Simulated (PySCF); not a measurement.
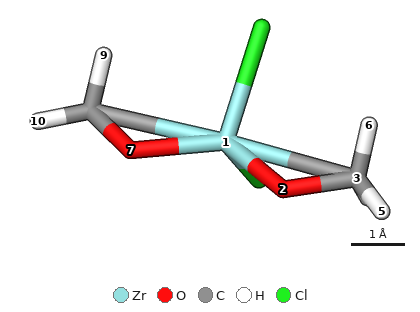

Figure 1. The structure as given in the input (stick view, seen at a tilt; atoms are numbered from 1 in the order of the input). Sticks mark near contacts.

# Run report: C$_{2}$H$_{6}$Cl$_{2}$O$_{2}$Zr, geometry relaxation

C$_{2}$H$_{6}$Cl$_{2}$O$_{2}$Zr (Zr(OMe)2Cl2), computed with PBE0-D3(BJ)/def2-SVP geometry optimisation, gas phase (PySCF 2.14.0).

It belongs to a series of runs on one base structure; here: two ligands: Cl to OMe.

Output:
```
step   0  E = -1196.93667991  max force = 0.061565
step   1  E = -1196.95991832  max force = 0.030411
step   2  E = -1196.96461574  max force = 0.015781
step   3  E = -1196.96873903  max force = 0.012899
step   4  E = -1196.97152064  max force = 0.017767
step   5  E = -1196.97635191  max force = 0.026705
step   6  E = -1196.97637591  max force = 0.020663
step   7  E = -1196.98258611  max force = 0.010213
step   8  E = -1196.98408039  max force = 0.006938
step   9  E = -1196.98545015  max force = 0.006836
step  10  E = -1196.98647983  max force = 0.003256
step  11  E = -1196.98688074  max force = 0.006115
step  12  E = -1196.98703750  max force = 0.001368
step  13  E = -1196.98708239  max force = 0.001876
step  14  E = -1196.98706536  max force = 0.001343
step  15  E = -1196.98707806  max force = 0.000636
step  16  E = -1196.98708789  max force = 0.000447
optimisation converged
```

Trajectory as extended XYZ (Å, eV, eV/Å), 17 frames, from step=0 to step=16:
```
13
Properties=species:S:1:pos:R:3:forces:R:3 step=0 energy=-32570.30604
Zr    0.0978   -0.0076    0.0378   -2.3708   1.0080  -0.8801
O    -0.1132    0.0143    1.8696   -0.1769  -0.3669   2.3650
C    -1.4684   -0.0174    2.3538    2.9959  -0.5239   1.5201
H    -1.8928    0.8629    1.9978   -1.7577   1.6886  -0.6942
H    -1.3817    0.0190    3.4445   -0.3311   0.0658   0.2374
H    -1.9172   -0.9417    2.0806   -0.9728  -0.9257  -0.4977
O     1.7712    0.0029   -0.7026    3.0132   0.1237  -0.8524
C     1.8367   -0.0397   -2.1216   -3.1658  -0.4729   1.2118
H     1.3567   -0.9976   -2.4050    0.3817   0.1412  -0.5546
H     2.8291   -0.0084   -2.4033    2.5138   0.2167  -1.0678
H     1.2115    0.7869   -2.5280    0.5634  -0.1275  -0.2088
Cl   -1.0406    1.9070   -0.7472   -0.0153   0.4115  -0.1070
Cl   -1.2585   -1.6325   -0.8543   -0.6777  -1.2386  -0.4718
13
Properties=species:S:1:pos:R:3:forces:R:3 step=1 energy=-32570.93839
Zr    0.0601   -0.0046    0.0308   -0.5726   0.4520  -0.2349
O    -0.1407    0.0157    1.9428   -0.2500  -0.2612  -0.1976
C    -1.4895   -0.0087    2.4369    1.5638   0.1270   0.6245
H    -1.9763    0.9047    2.0913   -0.6535   0.0166  -0.0980
H    -1.4120    0.0262    3.5337   -0.2360   0.0268   0.0680
H    -1.9732   -0.9505    2.1608   -0.4092   0.0178  -0.1958
O     1.8210   -0.0006   -0.7469   -0.1588  -0.0152  -0.1521
C     1.8727   -0.0453   -2.1697   -0.2800  -0.3629   0.5594
H     1.4348   -0.9960   -2.5219    0.1233  -0.0083  -0.1537
H     2.9186   -0.0122   -2.4708    0.2964   0.1722  -0.3027
H     1.2886    0.7796   -2.6151    0.2598   0.1025  -0.0585
Cl   -1.0570    1.9412   -0.7694    0.2091  -0.0971   0.0754
Cl   -1.3165   -1.7014   -0.8801    0.1075  -0.1703   0.0659
13
Properties=species:S:1:pos:R:3:forces:R:3 step=2 energy=-32571.06621
Zr    0.0183    0.0018    0.0079   -0.3367   0.1585  -0.2082
O    -0.1709    0.0157    1.9242   -0.4593  -0.1111  -0.0244
C    -1.4877    0.0093    2.4875    0.8115   0.0971   0.2482
H    -2.0353    0.9125    2.1665   -0.1584  -0.1584  -0.0155
H    -1.4001    0.0422    3.5857   -0.0120   0.0001  -0.0216
H    -2.0197   -0.9184    2.2180   -0.1246   0.1249  -0.0548
O     1.7850   -0.0151   -0.7703   -0.2540  -0.0837  -0.3496
C     1.8975   -0.0606   -2.1882    0.3551  -0.2184   0.2276
H     1.4890   -1.0024   -2.5951   -0.0180  -0.0221   0.0595
H     2.9627   -0.0269   -2.4711   -0.0522   0.1181   0.0249
H     1.3693    0.7777   -2.6730    0.0646   0.1065   0.0586
Cl   -1.0467    1.9509   -0.7993    0.0654   0.0436  -0.0088
Cl   -1.3310   -1.7389   -0.8707    0.1186  -0.0553   0.0640
13
Properties=species:S:1:pos:R:3:forces:R:3 step=3 energy=-32571.17841
Zr   -0.0766    0.0142   -0.0568   -0.0007  -0.0469  -0.0550
O    -0.2492    0.0207    1.8694   -0.1894   0.0682  -0.2074
C    -1.4781    0.0433    2.5619   -0.3316   0.0018   0.0046
H    -2.1026    0.9250    2.2954    0.2996  -0.0790   0.0214
H    -1.3260    0.0720    3.6535    0.1697  -0.0260  -0.0581
H    -2.0868   -0.8524    2.3237    0.1540   0.0333   0.1088
O     1.7021   -0.0470   -0.8197   -0.3737  -0.1105   0.0008
C     1.9507   -0.0959   -2.2053    0.6633   0.0297  -0.1825
H     1.5717   -1.0254   -2.6650   -0.0838  -0.0057   0.0858
H     3.0425   -0.0628   -2.4157   -0.2703  -0.0033   0.2499
H     1.5076    0.7670   -2.7313   -0.0935   0.0266   0.0362
Cl   -1.0581    1.9824   -0.8986   -0.0364   0.0571  -0.0353
Cl   -1.3667   -1.7932   -0.8893    0.0926   0.0548   0.0307
13
Properties=species:S:1:pos:R:3:forces:R:3 step=4 energy=-32571.25410
Zr   -0.1843    0.0249   -0.1326    0.1188  -0.1003   0.0310
O    -0.3360    0.0297    1.7946    0.0544   0.1258  -0.3105
C    -1.4650    0.0728    2.6148   -0.9136  -0.0424   0.0211
H    -2.1262    0.9461    2.4103    0.4433   0.0385   0.0184
H    -1.2148    0.0962    3.6880    0.2310  -0.0234  -0.0793
H    -2.1279   -0.7993    2.4339    0.2777  -0.0723   0.1512
O     1.6014   -0.0743   -0.8583   -0.3264  -0.1212   0.0961
C     2.0022   -0.1293   -2.1995    0.6451   0.2171  -0.3086
H     1.6596   -1.0479   -2.7062   -0.0814  -0.0200   0.1018
H     3.1095   -0.0974   -2.2988   -0.2615  -0.0852   0.2820
H     1.6362    0.7451   -2.7671   -0.1414  -0.0227   0.0311
Cl   -1.1088    2.0068   -1.0076   -0.0828   0.0419  -0.0230
Cl   -1.4153   -1.8258   -0.9495    0.0367   0.0643  -0.0114
13
Properties=species:S:1:pos:R:3:forces:R:3 step=5 energy=-32571.38557
Zr   -0.4460    0.0451   -0.3244    0.3357  -0.1292   0.2422
O    -0.5508    0.0531    1.6009    0.1551   0.1423  -0.4158
C    -1.4091    0.1255    2.6837   -1.3732  -0.1052   0.1208
H    -2.0988    0.9968    2.6370    0.5454   0.2386  -0.0074
H    -0.9095    0.1247    3.6647    0.2686   0.0126  -0.1430
H    -2.1460   -0.7051    2.6671    0.4132  -0.2558   0.1118
O     1.3543   -0.1138   -0.9535   -0.1533  -0.0413   0.0184
C     2.1052   -0.1887   -2.1263    0.3003   0.3927  -0.3211
H     1.8707   -1.0899   -2.7168   -0.0190  -0.1052   0.1438
H     3.1928   -0.1660   -1.9295   -0.1322  -0.1855   0.2494
H     1.9166    0.6856   -2.7776   -0.1429  -0.0199   0.0618
Cl   -1.2926    2.0478   -1.2469   -0.1207   0.0077   0.0094
Cl   -1.5559   -1.8674   -1.1561   -0.0772   0.0480  -0.0703
13
Properties=species:S:1:pos:R:3:forces:R:3 step=6 energy=-32571.38622
Zr   -0.6751    0.0506   -0.4932    0.4865  -0.1168   0.1847
O    -0.7396    0.0662    1.4204   -0.5502   0.1712   0.9715
C    -1.3442    0.1532    2.7034   -0.5188  -0.2995  -0.1825
H    -2.0076    1.0457    2.7900    0.6971   0.0847  -0.0846
H    -0.6126    0.1199    3.5640   -0.4037   0.0845  -0.9282
H    -2.0943   -0.6659    2.8368    0.6542  -0.0479  -0.0515
O     1.1364   -0.1268   -1.0368    1.0626   0.0282  -1.0286
C     2.1780   -0.2115   -2.0200   -0.1189   0.3658   0.5003
H     2.0453   -1.1121   -2.6527    0.0619   0.0091   0.3707
H     3.2083   -0.2129   -1.5459   -1.0481  -0.1195  -0.2407
H     2.1376    0.6542   -2.7251   -0.0819  -0.2026   0.4735
Cl   -1.5055    2.0686   -1.4186   -0.0956  -0.0307   0.0341
Cl   -1.6960   -1.8812   -1.4001   -0.1449   0.0735  -0.0186
13
Properties=species:S:1:pos:R:3:forces:R:3 step=7 energy=-32571.55521
Zr   -0.6956    0.0505   -0.5179    0.1924  -0.0647   0.0113
O    -0.7618    0.0548    1.3835   -0.4537  -0.0026   0.2470
C    -1.3361    0.1285    2.6589    0.1996  -0.0320  -0.0102
H    -1.9245    1.0618    2.7683    0.1731  -0.1209   0.0227
H    -0.5324    0.1087    3.4263   -0.3010   0.0259  -0.1437
H    -2.0259   -0.7228    2.8408    0.2249   0.1214  -0.0749
O     1.1188   -0.1109   -1.0346    0.4040   0.0976  -0.5182
C     2.1654   -0.1915   -1.9737   -0.0262   0.0254   0.5252
H     2.0644   -1.1193   -2.5642    0.0971   0.0272   0.0706
H     3.1447   -0.1938   -1.4372   -0.3996  -0.0192  -0.3104
H     2.1350    0.6661   -2.6745    0.0213  -0.0937   0.1784
Cl   -1.5653    2.0677   -1.4097   -0.0501  -0.0144   0.0169
Cl   -1.7559   -1.8520   -1.4439   -0.0818   0.0499  -0.0147
13
Properties=species:S:1:pos:R:3:forces:R:3 step=8 energy=-32571.59587
Zr   -0.7572    0.0612   -0.5783    0.1996  -0.0396   0.0792
O    -0.8318    0.0589    1.3209   -0.3472   0.0115   0.0869
C    -1.3045    0.1175    2.6341    0.3427  -0.0493  -0.1836
H    -1.8681    1.0512    2.7971   -0.0500  -0.0530   0.0418
H    -0.4517    0.0949    3.3351   -0.0825   0.0073   0.0194
H    -1.9524   -0.7492    2.8481   -0.0426   0.0575   0.0217
O     1.0667   -0.0994   -1.0653    0.0847   0.0861  -0.2947
C     2.1811   -0.1915   -1.9046   -0.1354  -0.0713   0.3567
H     2.1463   -1.1369   -2.4712    0.0520   0.0049  -0.0138
H     3.1047   -0.1734   -1.2971   -0.0620   0.0170  -0.1399
H     2.1937    0.6482   -2.6180    0.0689   0.0093  -0.0011
Cl   -1.6521    2.0800   -1.4459    0.0009  -0.0257   0.0116
Cl   -1.8441   -1.8136   -1.5327   -0.0293   0.0453   0.0157
13
Properties=species:S:1:pos:R:3:forces:R:3 step=9 energy=-32571.63314
Zr   -0.8484    0.0875   -0.6698    0.0882  -0.0118   0.0298
O    -0.9580    0.0730    1.2206   -0.2449  -0.0129   0.1272
C    -1.2513    0.0966    2.5822    0.3515  -0.0335  -0.2652
H    -1.7918    1.0187    2.8358   -0.1635   0.0284   0.0792
H    -0.3205    0.0723    3.1704    0.0389  -0.0055   0.0479
H    -1.8492   -0.7841    2.8540   -0.1636  -0.0218   0.0809
O     0.9796   -0.0808   -1.1243    0.0151   0.0861  -0.2033
C     2.1988   -0.1954   -1.7824   -0.1606  -0.1259   0.1092
H     2.2615   -1.1684   -2.2970    0.0105   0.0001  -0.0431
H     3.0258   -0.1355   -1.0618    0.1218   0.0475   0.0565
H     2.3079    0.6070   -2.5267    0.0649   0.0468  -0.0557
Cl   -1.7613    2.1062   -1.5162    0.0385   0.0152  -0.0043
Cl   -1.9625   -1.7493   -1.6626    0.0031  -0.0125   0.0410
13
Properties=species:S:1:pos:R:3:forces:R:3 step=10 energy=-32571.66116
Zr   -0.9113    0.1157   -0.7483    0.0026   0.0061  -0.0084
O    -1.0673    0.0874    1.1385   -0.1110  -0.0111   0.0623
C    -1.2135    0.0724    2.5206    0.1632  -0.0332  -0.1674
H    -1.7387    0.9779    2.8569   -0.1166   0.0327   0.0595
H    -0.2303    0.0431    3.0166    0.0534  -0.0063   0.0097
H    -1.7791   -0.8185    2.8305   -0.1097  -0.0202   0.0702
O     0.9168   -0.0648   -1.2004   -0.1303   0.0880  -0.0643
C     2.2138   -0.1969   -1.6659   -0.0165  -0.1125  -0.0707
H     2.3597   -1.1942   -2.1140   -0.0012   0.0060  -0.0304
H     2.9351   -0.0844   -0.8458    0.1095   0.0471   0.1249
H     2.4259    0.5654   -2.4312    0.0446   0.0293  -0.0401
Cl   -1.8254    2.1409   -1.5824    0.0769   0.0107   0.0065
Cl   -2.0551   -1.6961   -1.7529    0.0352  -0.0367   0.0483
13
Properties=species:S:1:pos:R:3:forces:R:3 step=11 energy=-32571.67207
Zr   -0.9498    0.1349   -0.8059   -0.0877  -0.0118  -0.0199
O    -1.1537    0.0982    1.0782   -0.0073  -0.0191   0.1412
C    -1.2015    0.0535    2.4681    0.0332   0.0145  -0.0797
H    -1.7138    0.9473    2.8643    0.0136  -0.0293  -0.0210
H    -0.1840    0.0149    2.8985   -0.0735   0.0041  -0.0476
H    -1.7538   -0.8396    2.8046   -0.0094  -0.0037  -0.0044
O     0.8764   -0.0540   -1.2588    0.3145   0.0322  -0.0758
C     2.2264   -0.1949   -1.5752   -0.0402   0.0001   0.0326
H     2.4296   -1.2064   -1.9735   -0.0732   0.0756   0.0552
H     2.8618   -0.0416   -0.6805   -0.1288  -0.0028  -0.1320
H     2.5200    0.5397   -2.3481   -0.0409  -0.0494   0.1068
Cl   -1.8298    2.1723   -1.6433    0.0664   0.0248   0.0150
Cl   -2.0969   -1.6764   -1.8062    0.0333  -0.0352   0.0294
13
Properties=species:S:1:pos:R:3:forces:R:3 step=12 energy=-32571.67634
Zr   -0.9404    0.1371   -0.8059   -0.0521  -0.0201  -0.0264
O    -1.1608    0.0959    1.0766   -0.0039  -0.0186   0.0020
C    -1.2180    0.0469    2.4627   -0.0129   0.0056  -0.0047
H    -1.7342    0.9384    2.8578    0.0106  -0.0142  -0.0062
H    -0.2039    0.0094    2.8966   -0.0256  -0.0028   0.0000
H    -1.7722   -0.8471    2.7948    0.0027  -0.0022  -0.0092
O     0.8876   -0.0451   -1.2572    0.0287   0.0704   0.0055
C     2.2318   -0.1895   -1.5709    0.0022  -0.0236   0.0236
H     2.4250   -1.2018   -1.9648    0.0063   0.0089   0.0126
H     2.8619   -0.0352   -0.6767   -0.0313  -0.0090  -0.0569
H     2.5273    0.5427   -2.3411    0.0038  -0.0029   0.0228
Cl   -1.8014    2.1808   -1.6452    0.0479   0.0273   0.0174
Cl   -2.0722   -1.6846   -1.8046    0.0237  -0.0187   0.0194
13
Properties=species:S:1:pos:R:3:forces:R:3 step=13 energy=-32571.67756
Zr   -0.9176    0.1397   -0.7971    0.0237  -0.0221  -0.0072
O    -1.1648    0.0869    1.0824   -0.0023  -0.0115  -0.0710
C    -1.2641    0.0335    2.4642   -0.0491  -0.0029   0.0379
H    -1.7921    0.9233    2.8467    0.0061  -0.0032  -0.0048
H    -0.2652   -0.0047    2.9285    0.0171  -0.0097   0.0179
H    -1.8289   -0.8609    2.7782    0.0119  -0.0018  -0.0196
O     0.9137   -0.0273   -1.2429   -0.0965   0.0600   0.0421
C     2.2490   -0.1784   -1.5810   -0.0051  -0.0182   0.0134
H     2.4267   -1.1877   -1.9851    0.0321  -0.0339  -0.0190
H     2.8928   -0.0349   -0.6987    0.0375  -0.0106   0.0282
H     2.5370    0.5598   -2.3459    0.0173   0.0207  -0.0377
Cl   -1.7397    2.2002   -1.6313    0.0138   0.0223   0.0216
Cl   -2.0162   -1.7017   -1.7957   -0.0064   0.0108  -0.0020
13
Properties=species:S:1:pos:R:3:forces:R:3 step=14 energy=-32571.67710
Zr   -0.9020    0.1489   -0.7994    0.0153  -0.0059  -0.0315
O    -1.1804    0.0765    1.0735    0.0196  -0.0072  -0.0644
C    -1.3031    0.0120    2.4521   -0.0586  -0.0022   0.0580
H    -1.8379    0.8987    2.8318    0.0037  -0.0009   0.0004
H    -0.3129   -0.0296    2.9342    0.0213  -0.0113   0.0149
H    -1.8733   -0.8849    2.7483    0.0108  -0.0055  -0.0140
O     0.9318   -0.0065   -1.2348   -0.0691   0.0264   0.0571
C     2.2666   -0.1672   -1.5690    0.0032  -0.0034  -0.0217
H     2.4388   -1.1756   -1.9786    0.0242  -0.0294  -0.0192
H     2.9095   -0.0331   -0.6856    0.0443  -0.0102   0.0521
H     2.5626    0.5737   -2.3285    0.0168   0.0118  -0.0380
Cl   -1.6884    2.2316   -1.6105   -0.0049   0.0138   0.0206
Cl   -1.9808   -1.6968   -1.8113   -0.0268   0.0240  -0.0144
13
Properties=species:S:1:pos:R:3:forces:R:3 step=15 energy=-32571.67744
Zr   -0.8960    0.1516   -0.7978    0.0185  -0.0028  -0.0196
O    -1.1793    0.0715    1.0737    0.0141  -0.0071  -0.0261
C    -1.3150    0.0057    2.4521   -0.0242   0.0001   0.0227
H    -1.8515    0.8930    2.8277   -0.0026  -0.0032   0.0007
H    -0.3287   -0.0379    2.9433    0.0071  -0.0087   0.0035
H    -1.8877   -0.8916    2.7411   -0.0003  -0.0072  -0.0088
O     0.9392   -0.0013   -1.2290   -0.0150   0.0083   0.0327
C     2.2731   -0.1650   -1.5713   -0.0032   0.0044  -0.0141
H     2.4419   -1.1721   -1.9872    0.0043  -0.0084  -0.0090
H     2.9218   -0.0378   -0.6899    0.0207  -0.0079   0.0301
H     2.5679    0.5792   -2.3293    0.0046  -0.0030  -0.0156
Cl   -1.6782    2.2415   -1.5939   -0.0015   0.0084   0.0157
Cl   -1.9770   -1.6891   -1.8173   -0.0224   0.0272  -0.0121
13
Properties=species:S:1:pos:R:3:forces:R:3 step=16 energy=-32571.67771
Zr   -0.8927    0.1532   -0.7974    0.0121  -0.0013  -0.0126
O    -1.1779    0.0686    1.0733    0.0092  -0.0073   0.0021
C    -1.3199    0.0025    2.4518   -0.0060   0.0006   0.0010
H    -1.8569    0.8906    2.8249   -0.0044  -0.0058   0.0007
H    -0.3356   -0.0425    2.9472   -0.0030  -0.0065  -0.0022
H    -1.8944   -0.8946    2.7372   -0.0055  -0.0067  -0.0057
O     0.9433    0.0004   -1.2256    0.0146   0.0015   0.0168
C     2.2766   -0.1645   -1.5718   -0.0011   0.0077   0.0001
H     2.4435   -1.1708   -1.9915   -0.0034   0.0017  -0.0034
H     2.9282   -0.0413   -0.6910    0.0012  -0.0075   0.0064
H     2.5709    0.5815   -2.3289    0.0001  -0.0095  -0.0031
Cl   -1.6754    2.2462   -1.5838    0.0032   0.0099   0.0104
Cl   -1.9789   -1.6815   -1.8222   -0.0171   0.0230  -0.0106
```

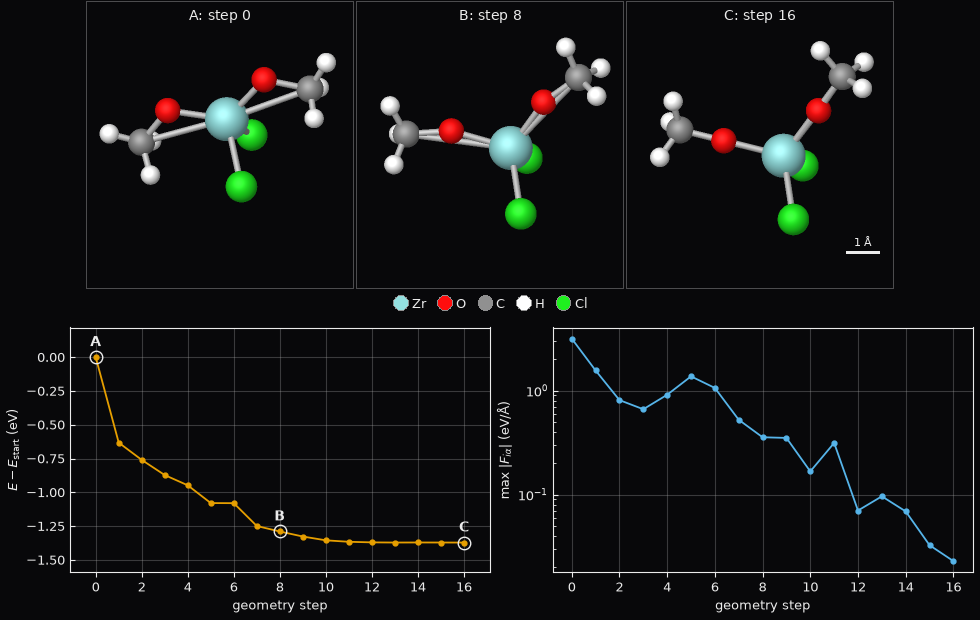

Figure 2. Frames of the relaxation (ball-and-stick view, seen at a tilt) above the curves, on which the letters mark them (steps are counted from 0).

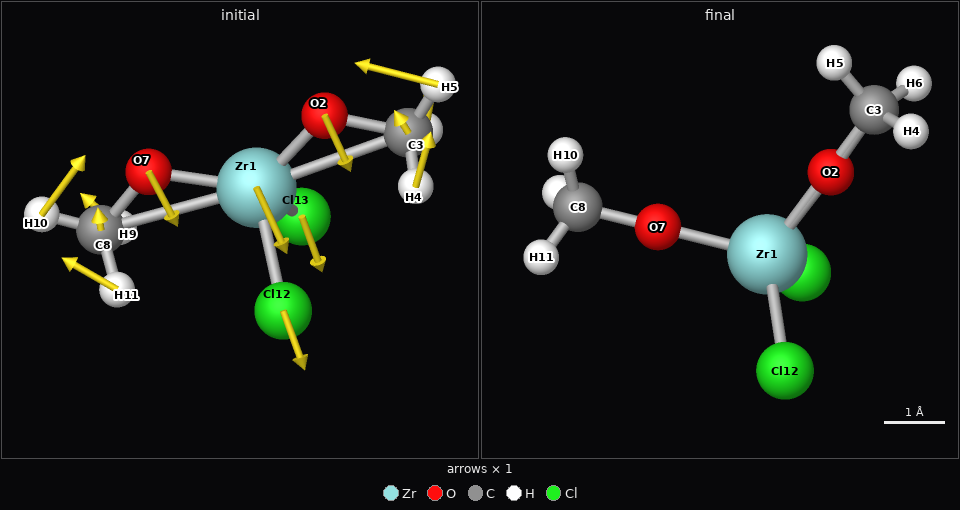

Figure 3. Before (left) and after (right) the relaxation, at one scale (ball-and-stick view, seen at a tilt). The yellow arrows give the displacements, at true length. Over 16 geometry steps the energy falls by 1.372 eV. The largest force component goes from 3.2 to 0.023 eV/Å. The largest move after the best rigid fit is that of H5, 1.45 Å. Largest moves by element: H 1.45 Å, Zr 1.31 Å, Cl 1.17 Å, O 1.16 Å, C 0.48 Å. Among the contacts that change: Zr1–C8 2.773 → 3.278 Å, Zr1–C3 2.796 → 3.281 Å, C8–H10 1.032 → 1.103 Å, Zr1–Cl13 2.297 → 2.366 Å. Among the angles that change: C3–Zr1–C8 175.1° → 110.8°, Zr1–O7–C8 116.5° → 177.4°, C3–Zr1–O7 147.9° → 110.3°. (Atoms are counted from 1 in the order of the input.)

The run was set up as follows.

The input:
```
{"job": {"xc": "PBE0", "basis": "def2-SVP", "d3": "d3bj", "grid": 1, "maxiter": 40, "shake": 0.03, "kind": "geom"}, "charge": 0, "multiplicity": 1}
Zr     0.097800    -0.007640     0.037770
O     -0.113160     0.014260     1.869580
C     -1.468370    -0.017400     2.353830
H     -1.892800     0.862870     1.997850
H     -1.381670     0.018990     3.444510
H     -1.917230    -0.941660     2.080590
O      1.771250     0.002850    -0.702610
C      1.836660    -0.039720    -2.121560
H      1.356720    -0.997580    -2.404970
H      2.829060    -0.008450    -2.403340
H      1.211530     0.786910    -2.527970
Cl    -1.040630     1.906970    -0.747200
Cl    -1.258530    -1.632520    -0.854290
```

The first line tells a small driver script what to run in PySCF; the rest is the geometry in Å.

Launched with:
```bash
OMP_NUM_THREADS=1 python <driver script> task.json out
```

Summary:

- outcome: converged
- total energy: −1196.987088 hartree
- dipole moment: 3.98 D
- point group: C1
- hardware: 1 CPU thread, shared host
- wall time: 4.2 min
- peak memory: 0.6 GiB
